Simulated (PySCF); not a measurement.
# disilane (Si₂H₆): spin-spin couplings and electronic excitations at several levels of theory

How much do the spin-spin couplings and electronic excitations of disilane (Si₂H₆) (`[SiH3][SiH3]`) depend on the level of theory, and what does each level cost?

Programs: PySCF 2.14.0, with density-fitted response routines of our own. Each step states its level of theory. These are calculated values for one molecule in the gas phase, unless marked as measured. Atoms are numbered from 0 throughout.

## 1. The starting structure

8 atoms, charge 0, multiplicity 1; geometry from: PBE0-D3(BJ)/def2-SVP.

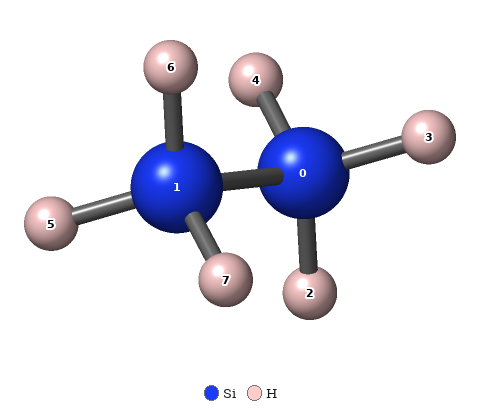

The starting geometry (silicon blue, hydrogen pink), atoms numbered; sticks join atoms by distance.

## 2. Indirect couplings: B3LYP/def2-TZVP

The job: settings as JSON, then the geometry in Å.

```
{"job": {"kind": "j", "xc": "B3LYP", "basis": "def2-TZVP"}, "charge": 0, "multiplicity": 1}
Si    -1.181745     0.159027    -0.055407
Si     1.148807    -0.096767     0.005437
H     -1.779713    -0.774389    -1.059183
H     -1.528339     1.562782    -0.437676
H     -1.773264    -0.133156     1.286490
H      1.511581    -1.497999     0.380315
H      1.742026     0.838758     1.010089
H      1.731195     0.207325    -1.338144
```

With the program's defaults for keys left out, this is: B3LYP/def2-TZVP indirect spin-spin coupling, non-relativistic, gas phase.

Command:

```bash
$ OMP_NUM_THREADS=1 python probes_run.py task.json out
```

This one command runs all jobs of the session in turn.

The log of the run:

```text
coarse grid: 6968 points
cycle   1  E = -582.6436410210  dE = -3.317e-01  |g| = 1.454e-01  |ddm| = 1.862e+00
cycle   2  E = -582.6469973788  dE = -3.356e-03  |g| = 6.300e-02  |ddm| = 1.403e-01
cycle   3  E = -582.6475411244  dE = -5.437e-04  |g| = 1.517e-02  |ddm| = 4.737e-02
cycle   4  E = -582.6476073157  dE = -6.619e-05  |g| = 3.792e-03  |ddm| = 1.834e-02
cycle   5  E = -582.6476134792  dE = -6.163e-06  |g| = 2.689e-04  |ddm| = 5.189e-03
final grid: 56088 points
cycle   6  E = -582.6423189788  dE = -2.031e-06  |g| = 4.804e-04  |ddm| = 6.319e-03
cycle   7  E = -582.6423190107  dE = -3.193e-08  |g| = 1.651e-04  |ddm| = 6.042e-04
cycle   8  E = -582.6423190169  dE = -6.203e-09  |g| = 4.024e-05  |ddm| = 2.189e-04
cycle   9  E = -582.6423190174  dE = -4.874e-10  |g| = 8.708e-06  |ddm| = 5.009e-05
converged SCF energy = -582.6423190174

Indirect spin-spin couplings (Hz)
  i      j    bonds     total        FC       PSO       DSO        SD
  0 Si   1 Si   1     65.532    63.887    -1.368     0.015     2.997
  0 Si   2 H    1   -163.857  -163.845     0.334    -0.118    -0.228
  0 Si   3 H    1   -163.293  -163.278     0.330    -0.118    -0.227
  0 Si   4 H    1   -163.909  -163.899     0.335    -0.118    -0.228
  0 Si   5 H    2     -6.475    -6.564    -0.010     0.167    -0.068
  0 Si   6 H    2     -6.492    -6.582    -0.007     0.164    -0.066
  0 Si   7 H    2     -6.484    -6.574    -0.007     0.163    -0.066
  1 Si   2 H    2     -6.498    -6.587    -0.009     0.165    -0.067
  1 Si   3 H    2     -6.458    -6.548    -0.006     0.162    -0.066
  1 Si   4 H    2     -6.491    -6.581    -0.009     0.166    -0.067
  1 Si   5 H    1   -163.928  -163.917     0.335    -0.118    -0.229
  1 Si   6 H    1   -163.626  -163.613     0.332    -0.118    -0.228
  1 Si   7 H    1   -163.465  -163.451     0.331    -0.118    -0.227
  2 H    3 H    2      1.296     2.112     1.147    -1.998     0.035
  2 H    4 H    2      1.448     2.267     1.150    -2.003     0.035
  2 H    5 H    3     -0.959    -0.798     0.280    -0.446     0.005
  2 H    6 H    3     11.658    12.523     0.991    -1.864     0.008
  2 H    7 H    3     -0.954    -0.797     0.276    -0.439     0.005
  3 H    4 H    2      1.305     2.120     1.147    -1.997     0.035
  3 H    5 H    3     11.659    12.524     0.992    -1.865     0.008
  3 H    6 H    3     -0.939    -0.786     0.273    -0.431     0.005
  3 H    7 H    3     -0.917    -0.768     0.268    -0.422     0.005
  4 H    5 H    3     -0.980    -0.814     0.285    -0.456     0.005
  4 H    6 H    3     -0.946    -0.789     0.276    -0.438     0.005
  4 H    7 H    3     11.660    12.524     0.991    -1.864     0.008
  5 H    6 H    2      1.390     2.207     1.148    -2.000     0.035
  5 H    7 H    2      1.357     2.173     1.147    -1.998     0.035
  6 H    7 H    2      1.290     2.106     1.148    -1.999     0.035
```

Wall time 15 s (1 thread of Arm Neoverse N1, shared host); peak memory 0.44 GiB.

This basis has no tight s functions, so the Fermi-contact terms are rough.

A choice of the couplings up to four bonds, sorted by the number of bonds, with means over like pairs; isotopes 1H, 29Si:

```tsv
pair	bonds	J (Hz)	Fermi contact (Hz)
Si0–H2	1	-163.7	-163.7
Si0–Si1	1	65.5	63.9
Si0–H5	2	-6.5	-6.6
H2–H3	2	1.3	2.2
H2–H5	3	3.3	3.6
```

## 3. Spin-spin couplings: B3LYP/cc-pVTZ

Same as in step 2 but for these lines:

```diff
@@ -1,2 +1,2 @@
-{"job": {"kind": "j", "xc": "B3LYP", "basis": "def2-TZVP"}, "charge": 0, "multiplicity": 1}
+{"job": {"kind": "j", "xc": "B3LYP", "basis": "cc-pVTZ"}, "charge": 0, "multiplicity": 1}
 Si    -1.181745     0.159027    -0.055407
```

Method: B3LYP/cc-pVTZ indirect spin-spin coupling, non-relativistic, gas phase.

The log of the run:

```text
coarse grid: 6968 points
cycle   1  E = -582.6353486316  dE = -3.239e-01  |g| = 1.469e-01  |ddm| = 4.759e+00
cycle   2  E = -582.6387861425  dE = -3.438e-03  |g| = 5.793e-02  |ddm| = 5.759e-01
cycle   3  E = -582.6393551582  dE = -5.690e-04  |g| = 1.654e-02  |ddm| = 1.108e-01
cycle   4  E = -582.6394454274  dE = -9.027e-05  |g| = 3.273e-03  |ddm| = 4.370e-02
cycle   5  E = -582.6394502048  dE = -4.777e-06  |g| = 1.879e-04  |ddm| = 1.085e-02
final grid: 56088 points
cycle   6  E = -582.6468499816  dE = -3.806e-06  |g| = 5.633e-04  |ddm| = 2.317e-02
cycle   7  E = -582.6468500315  dE = -4.990e-08  |g| = 1.953e-04  |ddm| = 2.760e-03
cycle   8  E = -582.6468500435  dE = -1.200e-08  |g| = 8.035e-05  |ddm| = 7.911e-04
cycle   9  E = -582.6468500456  dE = -2.141e-09  |g| = 1.028e-05  |ddm| = 2.008e-04
cycle  10  E = -582.6468500457  dE = -2.876e-11  |g| = 1.438e-06  |ddm| = 2.031e-05
converged SCF energy = -582.6468500457

Indirect spin-spin couplings (Hz)
  i      j    bonds     total        FC       PSO       DSO        SD
  0 Si   1 Si   1     61.640    60.021    -1.157     0.015     2.761
  0 Si   2 H    1   -153.060  -153.233     0.202    -0.113     0.085
  0 Si   3 H    1   -152.512  -152.681     0.197    -0.114     0.086
  0 Si   4 H    1   -153.097  -153.270     0.202    -0.113     0.085
  0 Si   5 H    2     -6.452    -6.648     0.096     0.167    -0.066
  0 Si   6 H    2     -6.472    -6.667     0.097     0.164    -0.065
  0 Si   7 H    2     -6.464    -6.660     0.097     0.163    -0.065
  1 Si   2 H    2     -6.477    -6.673     0.096     0.165    -0.066
  1 Si   3 H    2     -6.438    -6.633     0.098     0.162    -0.065
  1 Si   4 H    2     -6.470    -6.666     0.096     0.166    -0.066
  1 Si   5 H    1   -153.101  -153.274     0.202    -0.113     0.084
  1 Si   6 H    1   -152.832  -153.004     0.200    -0.114     0.085
  1 Si   7 H    1   -152.685  -152.856     0.199    -0.114     0.086
  2 H    3 H    2      0.804     1.800     0.945    -2.009     0.067
  2 H    4 H    2      0.955     1.954     0.947    -2.013     0.068
  2 H    5 H    3     -0.949    -0.756     0.247    -0.448     0.007
  2 H    6 H    3     11.622    12.733     0.746    -1.867     0.010
  2 H    7 H    3     -0.943    -0.754     0.245    -0.441     0.007
  3 H    4 H    2      0.813     1.807     0.945    -2.007     0.068
  3 H    5 H    3     11.621    12.733     0.746    -1.868     0.010
  3 H    6 H    3     -0.927    -0.742     0.242    -0.434     0.007
  3 H    7 H    3     -0.901    -0.723     0.239    -0.425     0.008
  4 H    5 H    3     -0.973    -0.773     0.251    -0.458     0.007
  4 H    6 H    3     -0.934    -0.746     0.244    -0.440     0.007
  4 H    7 H    3     11.623    12.735     0.746    -1.867     0.010
  5 H    6 H    2      0.898     1.895     0.946    -2.010     0.068
  5 H    7 H    2      0.865     1.860     0.945    -2.009     0.068
  6 H    7 H    2      0.797     1.793     0.945    -2.009     0.067
```

Run time: 22 s. Hardware: 1 thread of Arm Neoverse N1, shared host; peak memory 0.59 GiB.

This basis has no tight s functions, so the Fermi-contact terms are rough.

In short: J(Si0,H2) -152.9 Hz, J(Si0,Si1) 61.6 Hz, J(Si0,H5) -6.5 Hz (means over like pairs).

## 4. Indirect couplings: B3LYP/6-31G*

Same as in step 3 but for these lines:

```diff
@@ -1,2 +1,2 @@
-{"job": {"kind": "j", "xc": "B3LYP", "basis": "cc-pVTZ"}, "charge": 0, "multiplicity": 1}
+{"job": {"kind": "j", "xc": "B3LYP", "basis": "6-31G*"}, "charge": 0, "multiplicity": 1}
 Si    -1.181745     0.159027    -0.055407
```

With the program's defaults for keys left out, this is: B3LYP/6-31G* indirect spin-spin coupling, non-relativistic, gas phase.

The log of the run:

```text
coarse grid: 6968 points
cycle   1  E = -582.6132666560  dE = -3.205e-01  |g| = 9.185e-02  |ddm| = 2.154e+00
cycle   2  E = -582.6156770496  dE = -2.410e-03  |g| = 2.708e-02  |ddm| = 1.246e-01
cycle   3  E = -582.6159300837  dE = -2.530e-04  |g| = 1.285e-02  |ddm| = 5.538e-02
cycle   4  E = -582.6159991490  dE = -6.907e-05  |g| = 8.618e-04  |ddm| = 1.996e-02
cycle   5  E = -582.6159995048  dE = -3.558e-07  |g| = 1.432e-04  |ddm| = 1.859e-03
final grid: 56088 points
cycle   6  E = -582.5791010072  dE = -5.871e-07  |g| = 5.786e-04  |ddm| = 5.646e-03
cycle   7  E = -582.5791010530  dE = -4.587e-08  |g| = 4.722e-04  |ddm| = 1.558e-03
cycle   8  E = -582.5791011477  dE = -9.464e-08  |g| = 7.549e-06  |ddm| = 7.205e-04
cycle   9  E = -582.5791011477  dE = -2.660e-11  |g| = 1.972e-06  |ddm| = 1.836e-05
converged SCF energy = -582.5791011477

Indirect spin-spin couplings (Hz)
  i      j    bonds     total        FC       PSO       DSO        SD
  0 Si   1 Si   1     72.488    70.910    -1.119     0.015     2.682
  0 Si   2 H    1   -180.306  -180.399     0.631    -0.143    -0.395
  0 Si   3 H    1   -179.786  -179.877     0.629    -0.143    -0.395
  0 Si   4 H    1   -180.359  -180.453     0.632    -0.143    -0.395
  0 Si   5 H    2     -4.975    -5.014    -0.065     0.163    -0.059
  0 Si   6 H    2     -4.976    -5.015    -0.065     0.161    -0.057
  0 Si   7 H    2     -4.964    -5.003    -0.064     0.160    -0.057
  1 Si   2 H    2     -4.989    -5.029    -0.065     0.162    -0.058
  1 Si   3 H    2     -4.936    -4.974    -0.064     0.159    -0.056
  1 Si   4 H    2     -4.986    -5.026    -0.065     0.163    -0.058
  1 Si   5 H    1   -180.368  -180.462     0.632    -0.143    -0.396
  1 Si   6 H    1   -180.097  -180.189     0.630    -0.143    -0.395
  1 Si   7 H    1   -179.948  -180.040     0.629    -0.143    -0.394
  2 H    3 H    2     -0.620     0.956     0.338    -1.933     0.019
  2 H    4 H    2     -0.449     1.130     0.339    -1.937     0.019
  2 H    5 H    3     -0.969    -0.645     0.091    -0.427     0.013
  2 H    6 H    3     11.022    12.489     0.371    -1.842     0.004
  2 H    7 H    3     -0.962    -0.643     0.089    -0.421     0.013
  3 H    4 H    2     -0.610     0.964     0.338    -1.931     0.019
  3 H    5 H    3     11.022    12.489     0.371    -1.842     0.004
  3 H    6 H    3     -0.941    -0.629     0.088    -0.413     0.013
  3 H    7 H    3     -0.909    -0.604     0.086    -0.404     0.013
  4 H    5 H    3     -0.998    -0.666     0.093    -0.437     0.012
  4 H    6 H    3     -0.951    -0.633     0.089    -0.419     0.013
  4 H    7 H    3     11.023    12.489     0.371    -1.842     0.004
  5 H    6 H    2     -0.513     1.064     0.339    -1.935     0.019
  5 H    7 H    2     -0.551     1.025     0.338    -1.933     0.019
  6 H    7 H    2     -0.628     0.948     0.338    -1.934     0.019
```

Wall time 6.3 s (1 thread of Arm Neoverse N1, shared host); peak memory 0.45 GiB.

This basis has no tight s functions, so the Fermi-contact terms are rough.

Key values: J(Si0,H2) -180.1 Hz, J(Si0,Si1) 72.5 Hz, J(Si0,H5) -5.0 Hz (means over like pairs).

## 5. Ultraviolet spectrum: HF/def2-SVPD

Same as in step 4 but for these lines:

```diff
@@ -1,2 +1,2 @@
-{"job": {"kind": "j", "xc": "B3LYP", "basis": "6-31G*"}, "charge": 0, "multiplicity": 1}
+{"job": {"kind": "uv", "xc": "HF", "basis": "def2-SVPD", "ip": true}, "charge": 0, "multiplicity": 1}
 Si    -1.181745     0.159027    -0.055407
```

Level: TDDFT HF/def2-SVPD, vertical, gas phase, core orbitals frozen in the response.

The log of the run:

```text
final grid: 56088 points
cycle   1  E = -581.1315223014  dE = -4.654e-01  |g| = 2.307e-01  |ddm| = 2.390e+00
cycle   2  E = -581.1608007028  dE = -2.928e-02  |g| = 6.351e-02  |ddm| = 5.349e-01
cycle   3  E = -581.1636431404  dE = -2.842e-03  |g| = 1.703e-02  |ddm| = 2.690e-01
cycle   4  E = -581.1638470137  dE = -2.039e-04  |g| = 2.659e-03  |ddm| = 7.367e-02
cycle   5  E = -581.1638542911  dE = -7.277e-06  |g| = 5.187e-04  |ddm| = 1.222e-02
cycle   6  E = -581.1638545837  dE = -2.927e-07  |g| = 6.306e-05  |ddm| = 1.837e-03
cycle   7  E = -581.1638545880  dE = -4.241e-09  |g| = 1.054e-05  |ddm| = 2.617e-04
cycle   8  E = -581.1638545881  dE = -1.343e-10  |g| = 1.954e-06  |ddm| = 5.138e-05
converged SCF energy = -581.1638545881

Static polarisability (au): isotropic 57.965, principal 53.168 53.175 67.551

Singlet excitations
state   eV       nm        f      main configurations
  1   8.0749    153.5   0.04194   H->L+2 0.86
  2   8.0754    153.5   0.04195   H->L+3 0.86
  3   8.5699    144.7   0.00000   H->L 0.90, H->L+6 0.08
  4   8.8526    140.1   0.91046   H->L+1 0.86
  5   9.1082    136.1   0.00023   H->L+4 0.93
  6   9.1098    136.1   0.00000   H->L+5 0.93
  7   9.8341    126.1   0.00000   H-1->L+3 0.26, H-2->L+2 0.25, H-4->L+4 0.12
  8   9.8703    125.6   0.00001   H-2->L+4 0.25, H-1->L+5 0.25, H-3->L+3 0.16
  9   9.9919    124.1   0.00049   H-1->L 0.71, H-3->L+7 0.10, H-1->L+6 0.09
 10   9.9938    124.1   0.00089   H-2->L 0.71, H-4->L+7 0.10, H-2->L+6 0.09

Triplet excitations (Tamm-Dancoff, eV): 6.7308 6.7313 7.4910 7.9682
Vertical ionisation energy (delta-SCF) = 9.8684 eV
```

Wall time 2.7 s (1 thread of Arm Neoverse N1, shared host); peak memory 0.45 GiB.

The orbitals next to the gap, with their largest atomic shares:

```tsv
orbital	eV	atoms
HOMO−3	-13.56	Si1 23 %, Si0 23 %, H5 15 %
HOMO−2	-12.82	Si1 23 %, Si0 23 %, H6 16 %
HOMO−1	-12.81	Si0 23 %, Si1 23 %, H3 16 %
HOMO	-11.02	Si0 36 %, Si1 36 %, H3 5 %
LUMO	2.35	Si0 38 %, Si1 38 %, H3 4 %
LUMO+1	2.47	Si0 31 %, Si1 31 %, H4 6 %
LUMO+2	3.46	Si1 32 %, Si0 32 %, H4 9 %
```

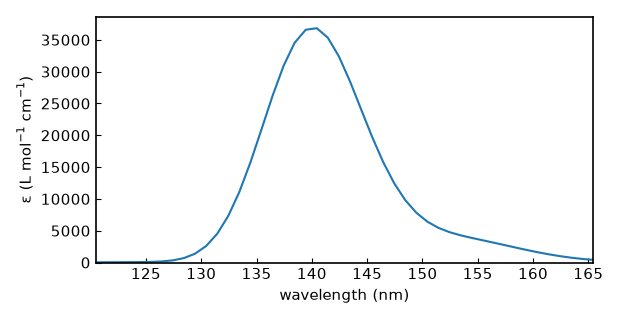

Absorption spectrum: each of the 10 states is a Gaussian band of 0.4 eV half-width at 1/e. Beyond the last state computed it falls off for lack of states.

Further results of this job:

```tsv
property	computed
dipole moment (D)	0.01
polarisability (Å³)	8.59
HOMO–LUMO gap (eV)	13.38
−ε(HOMO) (eV)	11.02
```

## 6. Ultraviolet spectrum: LDA/def2-SVPD

Same as in step 5 but for these lines:

```diff
@@ -1,2 +1,2 @@
-{"job": {"kind": "uv", "xc": "HF", "basis": "def2-SVPD", "ip": true}, "charge": 0, "multiplicity": 1}
+{"job": {"kind": "uv", "xc": "LDA", "basis": "def2-SVPD", "ip": true}, "charge": 0, "multiplicity": 1}
 Si    -1.181745     0.159027    -0.055407
```

Level: TDDFT LDA/def2-SVPD, vertical, gas phase, core orbitals frozen in the response.

The log of the run:

```text
coarse grid: 6968 points
cycle   1  E = -579.9275827056  dE = -2.729e-01  |g| = 1.290e-01  |ddm| = 2.627e+00
cycle   2  E = -579.9324974902  dE = -4.915e-03  |g| = 4.295e-02  |ddm| = 3.584e-01
cycle   3  E = -579.9333089976  dE = -8.115e-04  |g| = 1.446e-02  |ddm| = 1.249e-01
cycle   4  E = -579.9333807339  dE = -7.174e-05  |g| = 2.582e-03  |ddm| = 3.321e-02
cycle   5  E = -579.9333836340  dE = -2.900e-06  |g| = 3.764e-04  |ddm| = 5.203e-03
final grid: 56088 points
cycle   6  E = -580.0039447245  dE = -2.377e-06  |g| = 7.796e-04  |ddm| = 2.155e-02
cycle   7  E = -580.0039447954  dE = -7.092e-08  |g| = 5.309e-04  |ddm| = 2.732e-03
cycle   8  E = -580.0039448939  dE = -9.847e-08  |g| = 8.123e-05  |ddm| = 1.316e-03
cycle   9  E = -580.0039448965  dE = -2.617e-09  |g| = 2.378e-05  |ddm| = 1.893e-04
cycle  10  E = -580.0039448968  dE = -2.584e-10  |g| = 6.503e-07  |ddm| = 4.234e-05
converged SCF energy = -580.0039448968

Static polarisability (au): isotropic 66.497, principal 59.496 59.504 80.492

Singlet excitations
state   eV       nm        f      main configurations
  1   6.9982    177.2   0.00004   H->L+3 0.98
  2   7.1279    173.9   0.01457   H->L 0.74, H->L+1 0.12
  3   7.1284    173.9   0.01460   H->L+1 0.74, H->L 0.12
  4   7.2443    171.1   0.32854   H->L+2 0.83
  5   7.6082    163.0   0.00001   H->L+4 0.98
  6   7.6100    162.9   0.00000   H->L+5 0.97
  7   7.6254    162.6   0.00000   H-1->L+1 0.38, H-2->L 0.37, H-1->L 0.12
  8   7.7872    159.2   0.01218   H-1->L+2 0.90
  9   7.7896    159.2   0.01253   H-2->L+2 0.91
 10   7.8116    158.7   0.00003   H-1->L+3 0.96

Triplet excitations (Tamm-Dancoff, eV): 6.3891 6.3895 6.5191 6.6900
Vertical ionisation energy (delta-SCF) = 10.4712 eV
```

Wall time 22 s (1 thread of Arm Neoverse N1, shared host); peak memory 0.45 GiB.

In short: HOMO -7.33 eV, LUMO -0.61 eV; lowest singlet 7.00 eV.

## 7. Ultraviolet spectrum: PBE/def2-SVPD

Same as in step 6 but for these lines:

```diff
@@ -1,2 +1,2 @@
-{"job": {"kind": "uv", "xc": "LDA", "basis": "def2-SVPD", "ip": true}, "charge": 0, "multiplicity": 1}
+{"job": {"kind": "uv", "xc": "PBE", "basis": "def2-SVPD", "ip": true}, "charge": 0, "multiplicity": 1}
 Si    -1.181745     0.159027    -0.055407
```

With the program's defaults for keys left out, this is: TDDFT PBE/def2-SVPD, vertical, gas phase, core orbitals frozen in the response.

The log of the run:

```text
coarse grid: 6968 points
cycle   1  E = -581.9700909948  dE = -2.820e-01  |g| = 1.321e-01  |ddm| = 2.710e+00
cycle   2  E = -581.9753151488  dE = -5.224e-03  |g| = 5.036e-02  |ddm| = 3.745e-01
cycle   3  E = -581.9762456983  dE = -9.305e-04  |g| = 1.977e-02  |ddm| = 1.256e-01
cycle   4  E = -581.9764236548  dE = -1.780e-04  |g| = 1.999e-03  |ddm| = 3.664e-02
cycle   5  E = -581.9764251198  dE = -1.465e-06  |g| = 3.844e-04  |ddm| = 4.991e-03
final grid: 56088 points
cycle   6  E = -582.0708834361  dE = -4.886e-06  |g| = 5.649e-04  |ddm| = 2.113e-02
cycle   7  E = -582.0708833896  dE =  4.650e-08  |g| = 6.561e-04  |ddm| = 2.156e-03
cycle   8  E = -582.0708835765  dE = -1.869e-07  |g| = 3.160e-05  |ddm| = 1.227e-03
cycle   9  E = -582.0708835769  dE = -4.150e-10  |g| = 4.886e-06  |ddm| = 6.976e-05
converged SCF energy = -582.0708835769

Static polarisability (au): isotropic 64.499, principal 57.813 57.821 77.864

Singlet excitations
state   eV       nm        f      main configurations
  1   7.0556    175.7   0.00005   H->L+3 0.98
  2   7.1779    172.7   0.01692   H->L 0.73, H->L+1 0.14
  3   7.1784    172.7   0.01695   H->L+1 0.73, H->L 0.14
  4   7.3179    169.4   0.32315   H->L+2 0.85
  5   7.7195    160.6   0.00001   H->L+4 0.99
  6   7.7213    160.6   0.00000   H->L+5 0.99
  7   7.7484    160.0   0.00000   H-1->L+1 0.41, H-2->L 0.40, H-1->L 0.10
  8   7.9405    156.1   0.00734   H-1->L+2 0.84
  9   7.9431    156.1   0.00765   H-2->L+2 0.86
 10   7.9609    155.7   0.00007   H-1->L+3 0.97

Triplet excitations (Tamm-Dancoff, eV): 6.2699 6.2704 6.5113 6.7117
Vertical ionisation energy (delta-SCF) = 10.3615 eV
```

Run time: 45 s. Hardware: 1 thread of Arm Neoverse N1, shared host; peak memory 0.45 GiB.

This run: HOMO -7.27 eV, LUMO -0.49 eV; lowest singlet 7.06 eV.

## 8. Excited states and response: B3LYP/def2-SVPD

Same as in step 7 but for these lines:

```diff
@@ -1,2 +1,2 @@
-{"job": {"kind": "uv", "xc": "PBE", "basis": "def2-SVPD", "ip": true}, "charge": 0, "multiplicity": 1}
+{"job": {"kind": "uv", "xc": "B3LYP", "basis": "def2-SVPD", "ip": true}, "charge": 0, "multiplicity": 1}
 Si    -1.181745     0.159027    -0.055407
```

Level: TDDFT B3LYP/def2-SVPD, vertical, gas phase, core orbitals frozen in the response.

The log of the run:

```text
coarse grid: 6968 points
cycle   1  E = -582.3619253949  dE = -3.240e-01  |g| = 1.137e-01  |ddm| = 2.632e+00
cycle   2  E = -582.3650564093  dE = -3.131e-03  |g| = 4.297e-02  |ddm| = 3.367e-01
cycle   3  E = -582.3656654859  dE = -6.091e-04  |g| = 1.735e-02  |ddm| = 1.117e-01
cycle   4  E = -582.3657931081  dE = -1.276e-04  |g| = 1.026e-03  |ddm| = 3.098e-02
cycle   5  E = -582.3657936199  dE = -5.117e-07  |g| = 1.861e-04  |ddm| = 4.237e-03
final grid: 56088 points
cycle   6  E = -582.4387769473  dE = -2.555e-06  |g| = 4.278e-04  |ddm| = 1.952e-02
cycle   7  E = -582.4387769801  dE = -3.281e-08  |g| = 3.438e-04  |ddm| = 1.513e-03
cycle   8  E = -582.4387770306  dE = -5.052e-08  |g| = 2.742e-05  |ddm| = 6.704e-04
cycle   9  E = -582.4387770308  dE = -2.320e-10  |g| = 2.631e-06  |ddm| = 5.411e-05
converged SCF energy = -582.4387770308

Static polarisability (au): isotropic 62.622, principal 56.476 56.483 74.908

Singlet excitations
state   eV       nm        f      main configurations
  1   7.3762    168.1   0.00034   H->L 0.99
  2   7.4217    167.1   0.02344   H->L+2 0.88
  3   7.4224    167.0   0.02331   H->L+3 0.88
  4   7.6570    161.9   0.46177   H->L+1 0.92
  5   8.0340    154.3   0.00002   H->L+4 0.99
  6   8.0360    154.3   0.00000   H->L+5 0.99
  7   8.3614    148.3   0.00000   H-1->L+2 0.29, H-2->L+3 0.29, H-1->L+3 0.20
  8   8.5039    145.8   0.00010   H-1->L 0.98
  9   8.5057    145.8   0.00012   H-2->L 0.97
 10   8.5159    145.6   0.04180   H-1->L+1 0.96

Triplet excitations (Tamm-Dancoff, eV): 6.5225 6.5231 6.8100 7.0346
Vertical ionisation energy (delta-SCF) = 10.5375 eV
```

Wall time 48 s (1 thread of Arm Neoverse N1, shared host); peak memory 0.45 GiB.

In short: HOMO -8.19 eV, LUMO 0.09 eV; lowest singlet 7.38 eV.

[end of part 1 of 2]
